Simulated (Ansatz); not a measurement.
# GaH3···HCl: what the fields show

| atom | x (Å) | y (Å) | z (Å) |
| --- | --- | --- | --- |
| Ga | 0.0206 | -0.4724 | -0.3746 |
| Cl | 0.0208 | -0.0032 | 2.3661 |
| H | 1.3807 | 0.2801 | -0.6607 |
| H | -1.3660 | 0.2333 | -0.6530 |
| H | 0.0480 | -2.0328 | -0.0783 |
| H | 0.0406 | -1.2868 | 2.5738 |

The calculation used RKS PBE/def2-SVP in Ansatz 0.2.0.

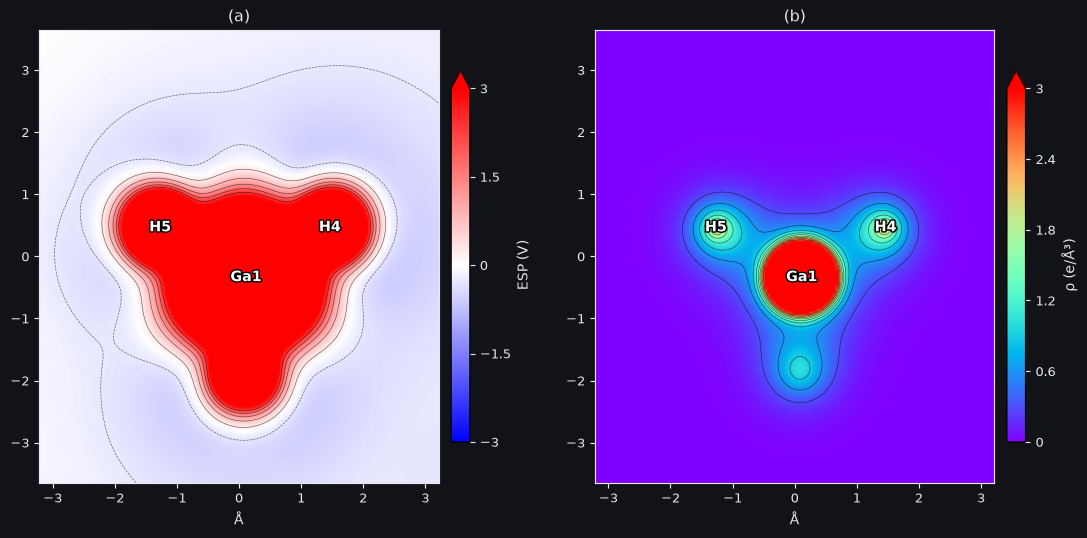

Figure 1. (a) molecular electrostatic potential; (b) electron density on the plane of atoms H4, Ga1 and H5.

Describe what can be read from this map.

The section cuts through Ga and H sites.
Ga–H (1.58 Å): ρ at the midpoint is about 0.93 e/Å³.
Outside the dense part of the complex the potential is most negative (−0.6 V) near H4.

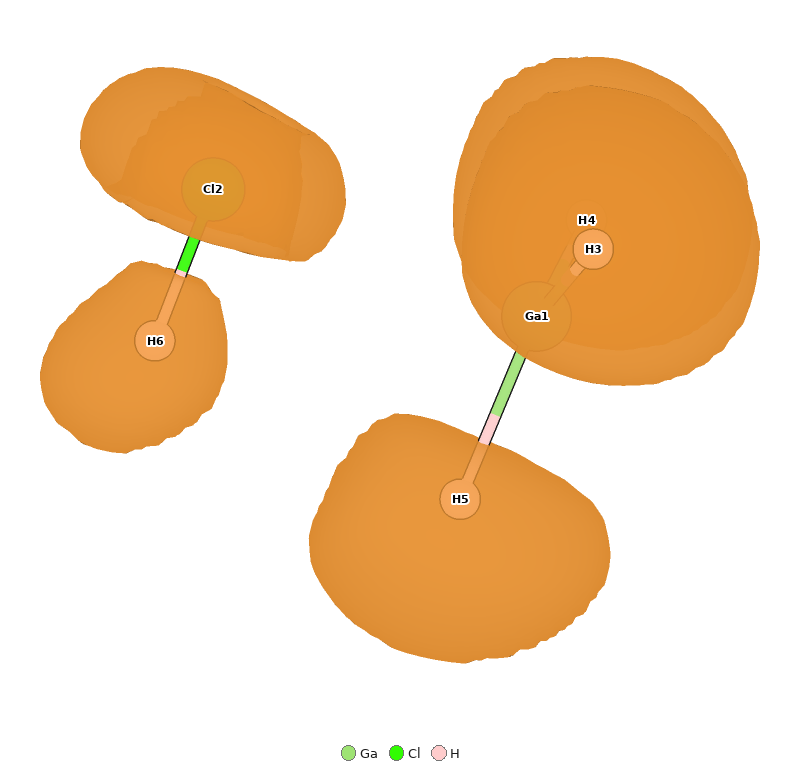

Figure 2. Isosurface of the electron localisation function at 0.85 (orange), seen at a tilt. Core shells and regions of very low density are left out.

Describe the localisation domains.

The surface consists of four regions around hydrogen nuclei and one region wrapped around Cl (its valence shell).


Ga1···Cl2 (2.78 Å): the ELF peaks at about 0.90 in the valence shell of Cl, 0.8 Å from its nucleus, and is about 0.25 at the midpoint. Cl–H (1.30 Å): the ELF climbs to about 1 towards the hydrogen, as it does in any bond to H: an ordinary covalent bond to hydrogen.

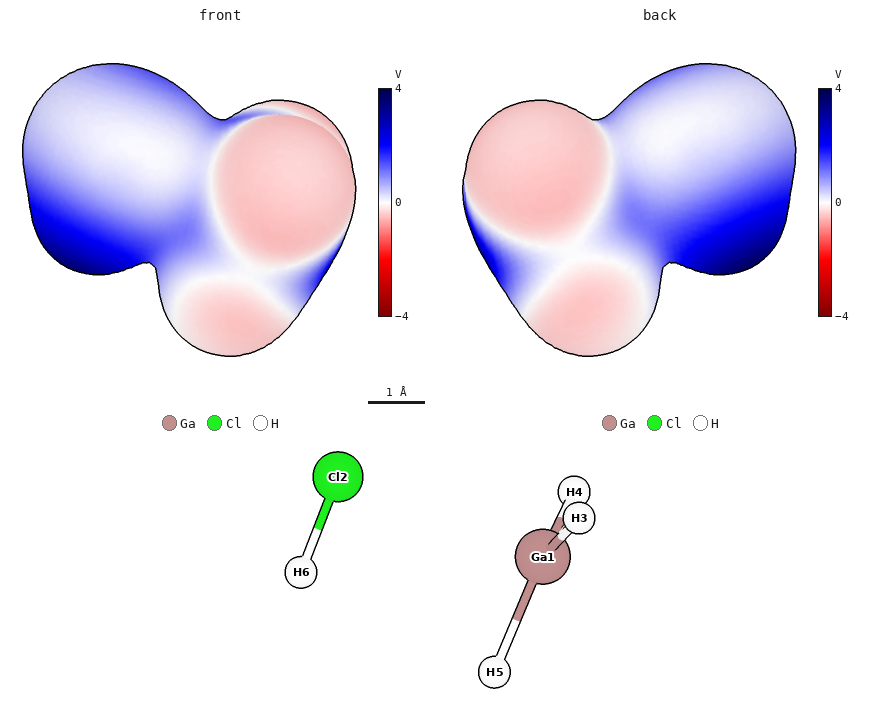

Figure 3. The electrostatic potential painted on the density surface at 0.004 e/bohr³, seen from the front and from behind; red is negative and blue positive. The bare structure is drawn below in the same view.

Which sites attract a positive test charge, and which a negative one?

A positive charge is drawn to the negative regions and a negative charge to the positive ones. The most negative region (about −0.5 V) lies over H3 and H4, the most positive (about +3.7 V) over H6. Cl2 shows a σ-hole: about +1.3 V at the tip opposite its bond, against about +0.2 V on its flanks.

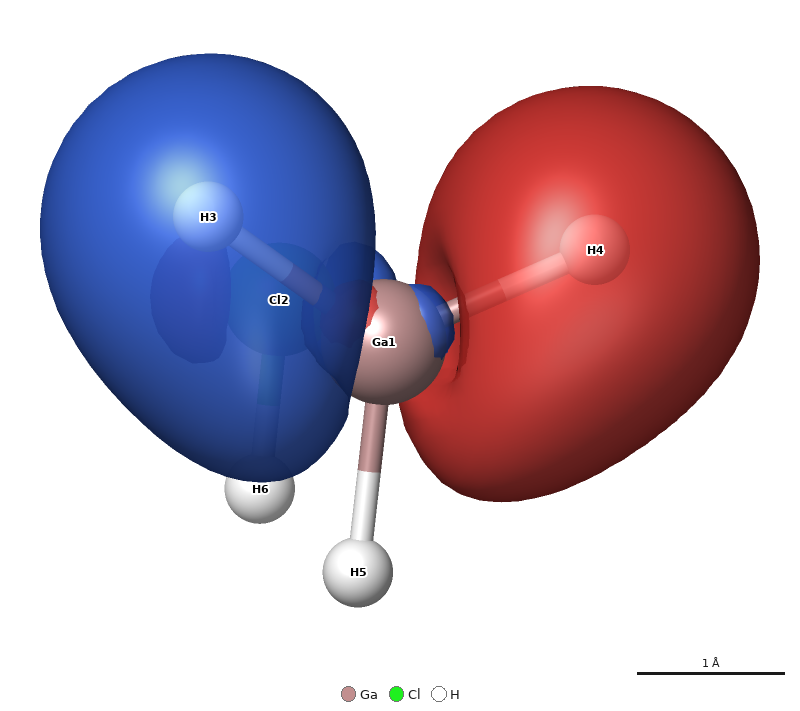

Figure 4. One frontier orbital at ±0.1 Å⁻³ᐟ² (red and blue are the two phases), seen at an oblique angle.

Which orbital is it: HOMO or LUMO?

The HOMO, at −6.82 eV. It lies mainly on Ga1 (about 40 %), H3 (about 30 %) and H4 (about 30 %).
